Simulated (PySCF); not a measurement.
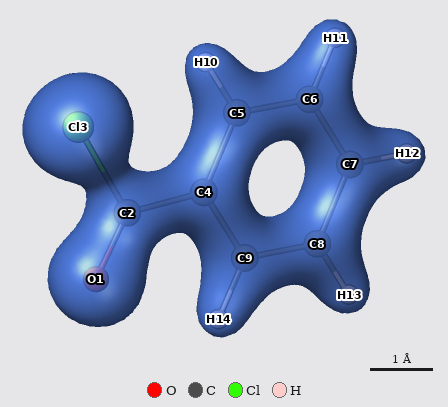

*C₇H₅ClO (SMILES O=C(Cl)c1ccccc1). Isosurface of the total electron density at 0.8 e/Å³ (blue), seen at a tilt.*

Geometry: GFN2-xTB.

Computed with PySCF 2.14.0, wB97X-D/def2-SVPD, SCF density, gas phase.

```yaml
atoms:
  - { symbol: O, position_ang: [2.9021, -1.0861, -0.6479] }
  - { symbol: C, position_ang: [2.2934, -0.1376, -0.2666] }
  - { symbol: Cl, position_ang: [3.1961, 1.3348, 0.1496] }
  - { symbol: C, position_ang: [0.8444, -0.0303, -0.0917] }
  - { symbol: C, position_ang: [0.2004, 1.1213, 0.3586] }
  - { symbol: C, position_ang: [-1.1750, 1.1322, 0.4926] }
  - { symbol: C, position_ang: [-1.9183, 0.0039, 0.1822] }
  - { symbol: C, position_ang: [-1.2843, -1.1453, -0.2660] }
  - { symbol: C, position_ang: [0.0890, -1.1656, -0.4037] }
  - { symbol: H, position_ang: [0.7777, 1.9995, 0.5999] }
  - { symbol: H, position_ang: [-1.6710, 2.0257, 0.8406] }
  - { symbol: H, position_ang: [-2.9927, 0.0202, 0.2898] }
  - { symbol: H, position_ang: [-1.8634, -2.0235, -0.5080] }
  - { symbol: H, position_ang: [0.6009, -2.0498, -0.7518] }
```

Question: Which contacts does the surface bridge?

Answer: At this value the surface is in one piece. It bridges the sampled C–O (1.19 Å), C–C (1.38 Å), C–Cl (1.78 Å) and C–H (1.08 Å) contacts, where the density stays above the isovalue. On the grid the lowest density along these lines, outside the cores, is 3 e/Å³ (C–O, 1.19 Å), 2.1 e/Å³ (C–C, 1.38 Å), 1.3 e/Å³ (C–Cl, 1.78 Å) and 1.9 e/Å³ (C–H, 1.08 Å).
